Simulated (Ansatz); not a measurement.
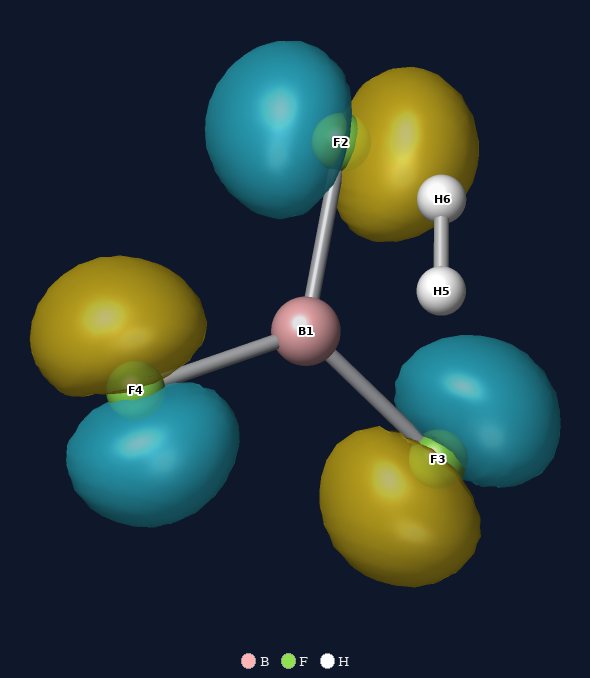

Figure 1: BF3···H2. The HOMO−1 at ±0.2 Å⁻³ᐟ² (yellow and cyan are the two phases), seen at an oblique angle.

Not at a stationary point (largest force 1.7 eV/Å).

Computed with Ansatz 0.2.0, RHF/def2-SVP.

```yaml
atoms:
  - { symbol: B, position_ang: [-0.0053, 0.2701, 0.0422] }
  - { symbol: F, position_ang: [-0.0045, 0.5093, 1.3286] }
  - { symbol: F, position_ang: [1.1175, 0.2120, -0.6058] }
  - { symbol: F, position_ang: [-1.1308, 0.1404, -0.5906] }
  - { symbol: H, position_ang: [0.0750, -2.0346, 0.6918] }
  - { symbol: H, position_ang: [0.0595, -1.6231, 1.2679] }
```

Question: Where does this orbital lie, and at what energy?

Answer: By Hirshfeld shares it lies mainly on F2 (about 30 %), F3 (about 30 %) and F4 (about 30 %); largely a combination of lone pairs on F2, F3 and F4. Its energy is −17.93 eV.
